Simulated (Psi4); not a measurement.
# PBE/def2-TZVPP (core potential) run of InF (SMILES [F][In])

Aim: the energy change on altering one bond length of InF at PBE/def2-TZVPP (core potential), from 2 runs. 

The calculation is run with Psi4 1.11.

## (1) The molecule

The species is InF (2 atoms), meant as a singlet with charge 0. As SMILES, `[F][In]`. Geometry: relaxed at PBE0-D4/def2-TZVP.

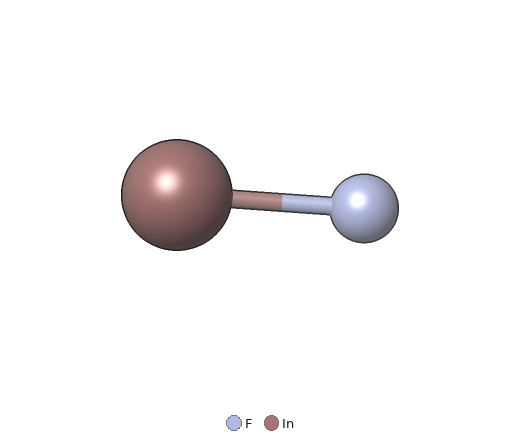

Viewed from a chosen angle; fluorine light blue, indium brown.

## (2) The energy at PBE/def2-TZVPP (core potential)

File fin.xyz:

```xyz
2
FIn
F      0.000000     0.000000     0.015910
In     0.000000     0.000000     2.009580
```

File run.py:

```python
import psi4

psi4.set_memory('1600 MB')
psi4.set_num_threads(1)
psi4.core.set_output_file('psi4.out', False)

with open('fin.xyz') as f:
    atoms = ''.join(f.readlines()[2:])
geom = psi4.geometry('0 1\n' + atoms + 'symmetry c1\nno_reorient\nno_com')

options = {'basis': 'def2-TZVPP', 'reference': 'rks', 'puream': True, 'e_convergence': 1e-09, 'd_convergence': 1e-08, 'scf_type': 'pk', 'dft_radial_points': 99, 'dft_spherical_points': 590}
psi4.set_options(options)

e_tot, wfn = psi4.energy('PBE', return_wfn=True)
print(f'total energy {e_tot:.8f} hartree = {e_tot * 27.211386:.5f} eV')
```

Run with:

```sh
$ python run.py
```

psi4.out:

```text
[...]
    !!!  WARNING: ECP capability is in beta. Please check occupations closely.  !!!
[...]
  Running in c1 symmetry.
[...]
  Nuclear repulsion =   50.166021867525714
[...]
  Multiplicity = 1
[...]
  Nalpha       = 15
  Nbeta        = 15
[...]
    Number of basis functions: 81
[...]
   @RKS iter   1:  -289.76914435188877   -8.39443e-01   9.92371e-03 ADIIS/DIIS
[...]
   @RKS iter  12:  -289.99893753493973   -4.20641e-12   8.05893e-10 DIIS
[...]
    Orbital Energies [Eh]
    ---------------------
    Doubly Occupied:
       1A    -24.161829     2A     -4.474566     3A     -2.918005
       4A     -2.918005     5A     -2.908628     6A     -0.971447
       7A     -0.684483     8A     -0.684483     9A     -0.677158
      10A     -0.677158    11A     -0.671979    12A     -0.348949
      13A     -0.279963    14A     -0.279963    15A     -0.236976
[...]
  @RKS Final Energy:  -289.99893753493973
   => Energetics <=
    Nuclear Repulsion Energy =             50.1660218675257141
    One-Electron Energy =                -575.4756443968782378
    Two-Electron Energy =                 262.4101609797290848
    DFT Exchange-Correlation Energy =     -27.0994759853162819
    Empirical Dispersion Energy =           0.0000000000000000
    VV10 Nonlocal Energy =                  0.0000000000000000
    Total Energy =                       -289.9989375349397278
[...]
 Multipole Moments:
 ------------------------------------------------------------------------------------
     Multipole            Electronic (a.u.)      Nuclear  (a.u.)        Total (a.u.)
 ------------------------------------------------------------------------------------
 L = 1.  Multiply by 2.5417464519 to convert [e a0] to [Debye]
 Dipole X            :         -0.0000000            0.0000000           -0.0000000
 Dipole Y            :         -0.0000000            0.0000000           -0.0000000
 Dipole Z            :        -78.8305234           80.0192623            1.1887389
 Magnitude           :                                                    1.1887389
[...]
```

On the terminal:

```text
total energy -289.99893753 hartree = -7891.27303 eV
```

Run time: 9.9 s. Hardware: 1 thread of Intel Xeon Platinum 8259CL at 2.50GHz (Skylake/Cascade Lake), shared host; peak memory 0.52 GiB.

## (3) The distorted shape: energy and forces at PBE/def2-TZVPP (core potential)

File job.in:

```
memory 1600 mb

molecule {
  F      0.00000000     0.00000000    -1.10023634
  In     0.00000000     0.00000000     3.79755583
  units au
  symmetry c1
  no_reorient
  no_com
}

set basis def2-TZVPP
set reference rks
set puream true
set e_convergence 1e-09
set d_convergence 1e-08
set scf_type pk
set dft_radial_points 99
set dft_spherical_points 590

result, w = gradient('pbe', return_wfn=True)
oeprop(w, 'MAYER_INDICES', 'QUADRUPOLE', 'LOWDIN_CHARGES')
print_variables()
```

Run with:

```sh
$ psi4 -n 1 job.in job.out
```

job.out:

```text
[...]
    !!!  WARNING: ECP capability is in beta. Please check occupations closely.  !!!
[...]
  Running in c1 symmetry.
[...]
  Nuclear repulsion =   38.588815825560033
[...]
  Multiplicity = 1
[...]
  Nalpha       = 15
  Nbeta        = 15
[...]
    Number of basis functions: 81
[...]
   @RKS iter   1:  -289.72015271844703   -8.73347e-01   9.96431e-03 ADIIS/DIIS
[...]
   @RKS iter  14:  -289.95887556757339   -2.84217e-13   1.98755e-09 DIIS
[...]
    Orbital Energies [Eh]
    ---------------------
    Doubly Occupied:
       1A    -24.100397     2A     -4.513475     3A     -2.955546
       4A     -2.955546     5A     -2.949384     6A     -0.884789
       7A     -0.720423     8A     -0.720423     9A     -0.714400
      10A     -0.714400    11A     -0.711820    12A     -0.333752
      13A     -0.219788    14A     -0.206728    15A     -0.206728
[...]
  @RKS Final Energy:  -289.95887556757339
   => Energetics <=
    Nuclear Repulsion Energy =             38.5888158255600331
    One-Electron Energy =                -552.2556490195000833
    Two-Electron Energy =                 250.7385356627986539
    DFT Exchange-Correlation Energy =     -27.0305780364319794
    Empirical Dispersion Energy =           0.0000000000000000
    VV10 Nonlocal Energy =                  0.0000000000000000
    Total Energy =                       -289.9588755675733864
[...]
  -Total Gradient:
     Atom            X                  Y                   Z
    ------   -----------------  -----------------  -----------------
       1        0.000000000009    -0.000000000016    -0.048393595488
       2       -0.000000000009     0.000000000016     0.048407953758
[...]
 Multipole Moments:
 ------------------------------------------------------------------------------------
     Multipole            Electronic (a.u.)      Nuclear  (a.u.)        Total (a.u.)
 ------------------------------------------------------------------------------------
 L = 1.  Multiply by 2.5417464519 to convert [e a0] to [Debye]
 Dipole X            :         -0.0000000            0.0000000           -0.0000000
 Dipole Y            :          0.0000000            0.0000000            0.0000000
 Dipole Z            :        -67.3279911           69.8465454            2.5185542
 Magnitude           :                                                    2.5185542
 L = 2.  Multiply by 1.3450342976 to convert [e a0^2] to [Debye ang]
 Quadrupole XX       :        -18.8226435            0.0000000          -18.8226435
 Quadrupole XY       :         -0.0000000            0.0000000           -0.0000000
[...]
```

It took 14 s on 1 thread of Intel Xeon Platinum 8259CL at 2.50GHz (Skylake/Cascade Lake), shared host; peak memory 0.51 GiB.

## (4) Summary of results

At PBE/def2-TZVPP (core potential):

```
                                                          quantity          value
                                         first shape: total energy  -289.99894 Eh
                                        first shape: dipole moment         3.02 D
                                          first shape: HOMO energy       -6.45 eV
                                          first shape: LUMO energy       -2.20 eV
                                        first shape: HOMO–LUMO gap        4.25 eV
                                     distorted shape: total energy  -289.95888 Eh
                                    distorted shape: dipole moment         6.40 D
                                      distorted shape: HOMO energy       -5.63 eV
                                      distorted shape: LUMO energy       -2.94 eV
                                    distorted shape: HOMO–LUMO gap        2.68 eV
                         distorted shape: largest force on an atom     2.489 eV/Å
energy change with the F1–In2 bond stretched from 1.994 to 2.592 Å       1.090 eV
```

**Reading.** With the F1–In2 bond stretched from 1.994 to 2.592 Å the energy rises by 1.09 eV (25 kcal/mol). The first shape isn't relaxed at this level, so the change isn't measured from a minimum.
